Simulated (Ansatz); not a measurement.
# wB97X/def2-SVP (core potential) run of C2HClFIn (SMILES C#[C][In]([F])[Cl])

Aim: the energy change on altering one bond length of C2HClFIn at wB97X/def2-SVP (core potential), from 2 runs. 

The calculation is run with Ansatz 0.2.0.

117 further runs of the same task are left out: 1 that didn't finish, 116 set aside as unsound or not needed.

### 1 The structure to begin with

The species is C2HClFIn (6 atoms), meant as a singlet with charge 0. As SMILES, `C#[C][In]([F])[Cl]`. The coordinates come from a PBE0-D4/def2-TZVP relaxation.

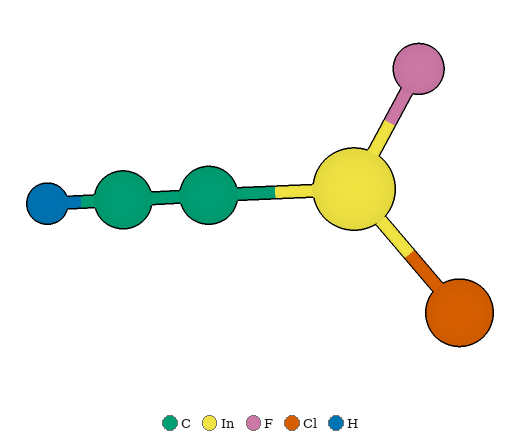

The structure, seen from a chosen angle (carbon teal, indium yellow, fluorine pink, chlorine orange, hydrogen blue).

### 2 The energy at wB97X/def2-SVP (core potential)

molecule.yaml

```yaml
crystal:
  periodic: [false, false, false]
  atoms:
    - symbol: C
      position_ang: [1.088300, 0.340300, 1.700800]
    - symbol: C
      position_ang: [0.438900, 0.120100, 0.708700]
    - symbol: In
      position_ang: [-0.655800, -0.235700, -0.984700]
    - symbol: F
      position_ang: [-1.773600, -1.806600, -1.123700]
    - symbol: Cl
      position_ang: [-0.759200, 1.049500, -2.880900]
    - symbol: H
      position_ang: [1.661500, 0.532400, 2.579900]
basis:
  gaussian:
    orbitals: def2-SVP
total_charge: 0
hamiltonian:
  xc: {name: wB97X}
accuracy: high
output: {orbitals: {seedname: orbitals}}
```

Started as:

```bash
$ ansatz run molecule.yaml --threads 1 --pin off --max-ram 3480MiB --events-out events.jsonl --progress --plain --runs-dir runs
```

The log of the run:

```text
Warning: RAYON_NUM_THREADS=1 ignored (pool sized by the plan → 1); use --threads N
Functional definition: wB97X
  name "wB97X"
  parameter omega = 0.3/bohr
  parameter cx = 0.157706
  parameter cx1 = 0.726479
  parameter cx2 = 1.04760
  parameter cx3 = -5.70635
  parameter cx4 = 13.2794
  parameter css1 = -4.33879
  parameter css2 = 18.2308
  parameter css3 = -31.7430
  parameter css4 = 17.2901
  parameter cos1 = 2.37031
  parameter cos2 = -11.3995
  parameter cos3 = 6.58405
  parameter cos4 = -3.78132
  exchange = spin_sum(e_x_unif_sr(omega)*poly(b97_u_x, 1 - cx, cx1, cx2, cx3, cx4)) + cx*exact_x_sr(omega)
      + exact_x_lr(omega)
  correlation = spin_sum(e_c_pw_same_spin*poly(b97_u_same, 1, css1, css2, css3, css4))
      + integral(e_c_pw_opposite_spin*poly(b97_u_opposite, 1, cos1, cos2, cos3, cos4))
1941 factors; integrals over basis functions are off by at most 3.4e-9 eV
389 factors; integrals over basis functions are off by at most 1.4e-9 eV
mean field evaluation 1: about -22490.7717 eV, gradient 4.7e1 eV
mean field evaluation 2: about -22490.5527 eV, gradient 5.6e1 eV
mean field evaluation 4: about -22495.5046 eV, gradient 1.5e0 eV
mean field evaluation 8: about -22495.5880 eV, gradient 2.8e-1 eV
mean field evaluation 16: about -22495.5882 eV, gradient 1.9e-4 eV
mean field -22495.58817679 eV, -826.6976174399 hartree, gradient 6.0e-8 eV, S^2 0.000000; 0 other end points of the search recorded, 0 dependent functions left out
reference -22495.58817286 eV, -826.6976172952 hartree; 30, 30 occupied and 61, 61 virtual orbitals, 1941 factors
Total energy: -22495.58817286 eV, -826.6976172952 hartree
```

It took 32 s on 1 thread of Arm Neoverse V2, shared host; peak memory 0.57 GiB.

### 3 The distorted shape

run.yaml

```yaml
crystal:
  periodic: [false, false, false]
  atoms:
    - {symbol: C, position_ang: [1.119318, -0.045235, 2.269623]}
    - {symbol: C, position_ang: [0.469918, -0.265435, 1.277523]}
    - {symbol: In, position_ang: [-0.624782, -0.621235, -0.415877]}
    - {symbol: F, position_ang: [-1.742582, -2.192135, -0.554877]}
    - {symbol: Cl, position_ang: [-0.759200, 1.049500, -2.880900]}
    - {symbol: H, position_ang: [1.692518, 0.146865, 3.148723]}
basis:
  gaussian:
    orbitals: def2-SVP
accuracy: high
output: {orbitals: {seedname: orbitals}}
hamiltonian:
  xc: {name: wB97X}
```

Started as:

```bash
$ ansatz run run.yaml --threads 1 --pin off --max-ram 3480MiB --events-out events.jsonl --progress --plain --runs-dir runs
```

The log of the run:

```text
Warning: RAYON_NUM_THREADS=1 ignored (pool sized by the plan → 1); use --threads N
[... 17 set-up lines as earlier in the session ...]
      + exact_x_lr(omega)
[... 1 set-up line as earlier in the session ...]
      + integral(e_c_pw_opposite_spin*poly(b97_u_opposite, 1, cos1, cos2, cos3, cos4))
1913 factors; integrals over basis functions are off by at most 1.5e-8 eV
394 factors; integrals over basis functions are off by at most 1.6e-9 eV
mean field evaluation 1: about -22488.5348 eV, gradient 4.7e1 eV
mean field evaluation 2: about -22488.2300 eV, gradient 5.8e1 eV
mean field evaluation 4: about -22493.9216 eV, gradient 1.7e0 eV
mean field evaluation 8: about -22494.0000 eV, gradient 3.6e-1 eV
mean field evaluation 16: about -22494.0003 eV, gradient 2.2e-4 eV
mean field -22494.00034911 eV, -826.6392658488 hartree, gradient 6.1e-8 eV, S^2 0.000000; 0 other end points of the search recorded, 0 dependent functions left out
reference -22494.00034525 eV, -826.6392657069 hartree; 30, 30 occupied and 61, 61 virtual orbitals, 1913 factors
Total energy: -22494.00034525 eV, -826.6392657069 hartree
```

Run time: 32 s. Hardware: 1 thread of Arm Neoverse V2, shared host; peak memory 0.56 GiB.

### 4 Summary of results

Level: wB97X/def2-SVP (core potential).

| quantity | value |
| --- | --- |
| first shape: total energy | -826.69762 Eh |
| first shape: HOMO energy | -11.33 eV |
| first shape: LUMO energy | 0.03 eV |
| first shape: HOMO–LUMO gap | 11.36 eV |
| distorted shape: total energy | -826.63927 Eh |
| distorted shape: HOMO energy | -10.12 eV |
| distorted shape: LUMO energy | -1.74 eV |
| distorted shape: HOMO–LUMO gap | 8.38 eV |
| energy change with the In3–Cl5 bond stretched from 2.293 to 2.981 Å | 1.588 eV |

**Reading.** With the In3–Cl5 bond stretched from 2.293 to 2.981 Å the energy rises by 1.59 eV (153 kJ/mol). The first shape isn't relaxed at this level, so the change isn't measured from a minimum.
